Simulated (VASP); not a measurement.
Band structure of Hf (hcp). These are PBE GGA with D4 dispersion, VASP's PBE PAW potentials (set 64) (plane waves; VASP 6.6.1) values and carry that method's errors.

Unless said otherwise, spin-orbit coupling is left out, though it shifts the bands of the heavy elements here.

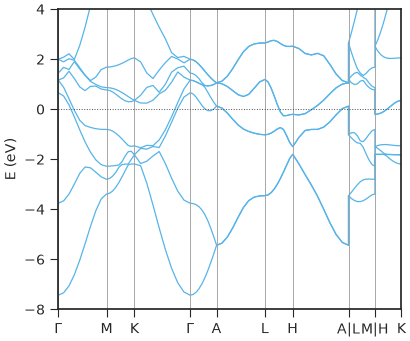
Figure: Bands along high-symmetry lines, zero at the valence-band maximum or, without a gap, the Fermi level

Read the plot: is there a gap, and where are the band edges?

It has no gap at this level: it comes out as a metal or semimetal. (Edges off the drawn lines would not show.)

The compound is Hf in the hcp structure. It was relaxed first.
